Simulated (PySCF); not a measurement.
# CCSDT(Q)/LANL2DZ (core potential) run of GaH3 (SMILES [H][Ga]([H])[H])

Aim: the energy change on altering one bond length of GaH3 at CCSDT(Q)/LANL2DZ (core potential), from 2 runs. 

The results are computed with PySCF 2.14.0.

9 further runs of the same task are left out: 9 set aside as unsound or not needed.

### 1 The molecule

GaH3: 4 atoms, total charge 0, spin state singlet. As SMILES, `[H][Ga]([H])[H]`. Geometry: a GFN2-xTB relaxation, a rough one for these elements and not checked as a minimum.

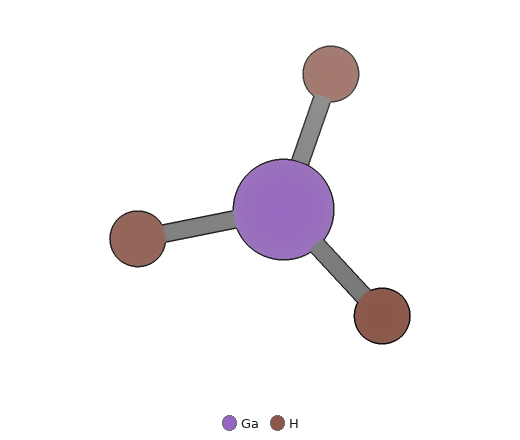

The structure, seen from a chosen angle (gallium purple, hydrogen brown).

### 2 A single-point energy at CCSDT(Q)/LANL2DZ (core potential)

Contents of calc.py:

```python
# GaH3
from pyscf import gto, scf, cc

molecule = gto.M(
    atom='''
Ga  -0.000160   0.000060   0.001280
H    1.566090  -0.029140   0.013370
H   -0.757820   1.371010  -0.018620
H   -0.808110  -1.341930   0.003970
''',
    verbose=3,
    spin=0,
    max_memory=1860,
    basis='lanl2dz',
    ecp={'Ga': 'lanl2dz'},
    charge=0,
)

mf = scf.RHF(molecule)
mf.conv_tol = 1e-10
mf.kernel()
if not mf.converged:
    mf = mf.newton().run(mf.mo_coeff, mf.mo_occ)

mycc = cc.CCSDT(mf)
mycc.kernel()
e_bracket, e_q = mycc.ccsdt_q()
e_final = mycc.e_tot + e_q
print('E(%s) = %.9f' % ('CCSDT(Q)', e_final))
```

The run is started by

```bash
$ OMP_NUM_THREADS=1 python calc.py
```

The log of the run:

```text
converged SCF energy = -3.67031302906024
_make_eris_incore_RCCSDT

WARN: A large `blksize` is being used, which may cause large memory consumption
      for storing contraction intermediates. If memory is sufficient, consider using
      `pyscf.cc.rccsdt_highm.RCCSDT` instead.

WARN: A large `blksize_oovv` is being used, which may cause large memory consumption
      for storing contraction intermediates. If memory is sufficient, consider using
      `pyscf.cc.rccsdt_highm.RCCSDT` instead.

WARN: A large `blksize_oooo` is being used, which may cause large memory consumption
      for storing contraction intermediates. If memory is sufficient, consider using
      `pyscf.cc.rccsdt_highm.RCCSDT` instead.

RCCSDT converged
E(RCCSDT) = -3.727911089720947   E_corr = -0.05759806066070816
E_corr(same-spin) = -0.00184057558515622
E_corr(oppo-spin) = -0.0557574850755519
_make_eris_incore_RCCSDT
E(CCSDT(Q)) = -3.727933686
```

Wall time 0.99 s (1 thread of Arm Neoverse V1, shared host); peak memory 0.12 GiB.

### 3 The distorted shape at the same level

Contents of calc.py:

```python
from pyscf import gto, scf, cc

mol = gto.Mole()
mol.atom = '''
Ga   1.454137   2.415620  -0.003562
H    3.020387   2.386420   0.008528
H    0.696477   3.786570  -0.023462
H   -0.808110  -1.341930   0.003970
'''
mol.max_memory = 1860
mol.ecp = {'Ga': 'lanl2dz'}
mol.spin = 0
mol.basis = 'lanl2dz'
mol.verbose = 4
mol.charge = 0
mol.build()

myscf = scf.RHF(mol)
myscf.conv_tol = 1e-10
myscf.kernel()
if not myscf.converged:
    myscf = myscf.newton().run(myscf.mo_coeff, myscf.mo_occ)

mycc = cc.CCSDT(myscf)
mycc.kernel()
e_bracket, e_q = mycc.ccsdt_q()
energy = mycc.e_tot + e_q
print('E = %.10f Eh' % energy)
```

The run is started by

```bash
$ OMP_NUM_THREADS=1 python calc.py
```

The log of the run:

```text
PySCF version 2.14.0

[INPUT] num. atoms = 4
[INPUT] num. electrons = 6
[INPUT] charge = 0
[INPUT] spin (= nelec alpha-beta = 2S) = 0
[INPUT] symmetry False subgroup None
[INPUT] Mole.unit = angstrom
[INPUT] Symbol           X                Y                Z      unit          X                Y                Z       unit  Magmom
[INPUT]  1 Ga     1.454137000000   2.415620000000  -0.003562000000 AA    2.747920677597   4.564860221022  -0.006731204456 Bohr   0.0
[INPUT]  2 H      3.020387000000   2.386420000000   0.008528000000 AA    5.707704220197   4.509680218185   0.016115584390 Bohr   0.0
[INPUT]  3 H      0.696477000000   3.786570000000  -0.023462000000 AA    1.316150782059   7.155580251494  -0.044336754335 Bohr   0.0
[INPUT]  4 H     -0.808110000000  -1.341930000000   0.003970000000 AA   -1.527106578522  -2.535880178338   0.007502212715 Bohr   0.0

nuclear repulsion = 2.78181943762891
number of shells = 10
number of NR pGTOs = 24
number of NR cGTOs = 14
basis = lanl2dz
ecp = {'Ga': 'lanl2dz'}

[... 41 lines left out ...]
converged SCF energy = -3.43409974919412
[... 15 lines left out ...]
WARN: A large `blksize` is being used, which may cause large memory consumption
[... 3 lines left out ...]
WARN: A large `blksize_oovv` is being used, which may cause large memory consumption
[... 3 lines left out ...]
WARN: A large `blksize_oooo` is being used, which may cause large memory consumption
[... 12 lines left out ...]
Init t2, MP2 energy = -3.537586830392  E_corr(MP2) -0.103487081198
[... 18 lines left out ...]
RCCSDT converged
[... 5 lines left out ...]
E = -3.6124220750 Eh
```

Wall time 1 s (1 thread of Arm Neoverse V1, shared host); peak memory 0.12 GiB.

### 4 Outcome

At CCSDT(Q)/LANL2DZ (core potential):

| quantity | value |
| --- | --- |
| first shape: total energy | -3.72793 Eh |
| first shape: dipole moment (Hartree–Fock density) | 0.01 D |
| first shape: HOMO energy (Hartree–Fock orbitals) | -11.71 eV |
| first shape: LUMO energy (Hartree–Fock orbitals) | 0.78 eV |
| first shape: HOMO–LUMO gap (Hartree–Fock orbitals) | 12.49 eV |
| first shape: correlation energy | -57.6 mEh |
| first shape: T1 diagnostic | 0.010 |
| distorted shape: total energy | -3.61242 Eh |
| distorted shape: dipole moment (Hartree–Fock density) | 3.78 D |
| distorted shape: HOMO energy (Hartree–Fock orbitals) | -6.33 eV |
| distorted shape: LUMO energy (Hartree–Fock orbitals) | -1.84 eV |
| distorted shape: HOMO–LUMO gap (Hartree–Fock orbitals) | 4.48 eV |
| distorted shape: correlation energy | -178.3 mEh |
| distorted shape: T1 diagnostic | 0.092 |
| energy change with the Ga1–H4 bond stretched from 1.566 to 4.386 Å | 3.143 eV |

What this shows: With the Ga1–H4 bond stretched from 1.566 to 4.386 Å the energy rises by 3.14 eV (303 kJ/mol). The first shape isn't relaxed at this level, so the change isn't measured from a minimum. The T1 diagnostic (distorted shape) of 0.092 is above the customary mark for such species, so a single reference may not serve. Mulliken charges (distorted shape) of the mean-field density run from -0.19 on H4 to +0.43 on Ga1; they depend strongly on the basis.
